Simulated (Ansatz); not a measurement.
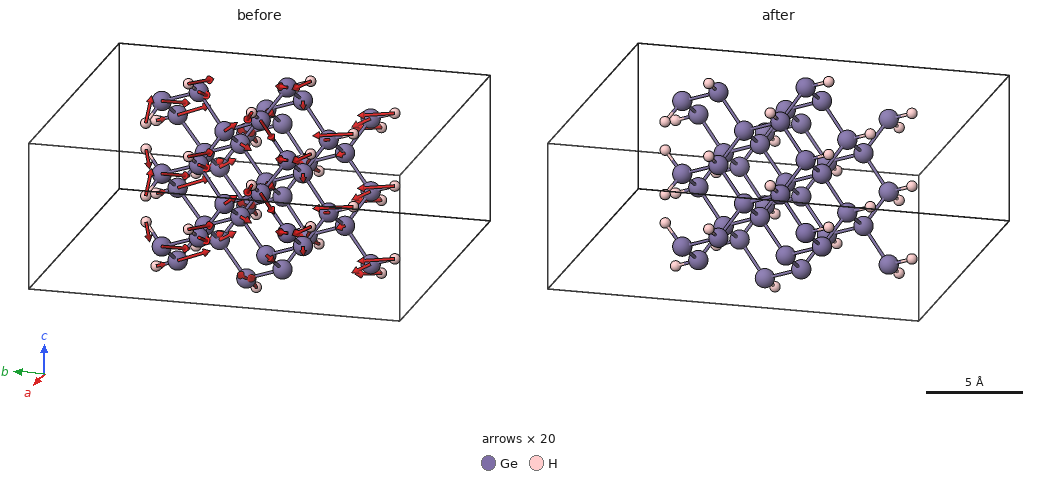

The structure of a wire of composition Ge17H12 before (left) and after (right) a relaxation, at one scale. The red arrows give the displacements, 20 times their true length.

Style: ball-and-stick. Shown: the 2 repeat of the cell, with the vacuum cut short, from a free direction.

Level of theory: DFT, PBEsol, PAW, plane waves (Ansatz 0.2.0). (plane-wave cutoff 420 eV; k-point mesh 1 × 1 × 8; no spin polarisation; atoms relaxed in a fixed cell; force threshold 0.03 eV/Å; at most 80 steps)

**Describe what moved and what it gained.**

The largest move relative to the layer's centre is that of an H atom, 0.11 Å. By element the largest moves are H 0.11 Å, Ge 0.10 Å. The cell doesn't change. Among the contacts that change: Ge–Ge 2.521 → 2.434 Å, Ge–Ge 2.504 → 2.425 Å, Ge–H 1.491 → 1.552 Å, Ge–Ge 2.485 → 2.434 Å. Among the angles between lasting bonds that change: H–Ge–H 112.7° → 105.5°, Ge–Ge–H 112.8° → 108.6°, Ge–Ge–H 106.5° → 110.6°. After 3 geometry steps the energy has fallen by 0.388 eV per cell of the calculation. The largest force component goes from 1.3 to 0.019 eV/Å. Cost: 4.2 s on 1 × NVIDIA GB200 with 8 threads of Arm Neoverse-V2, peak memory 2.3 GiB.
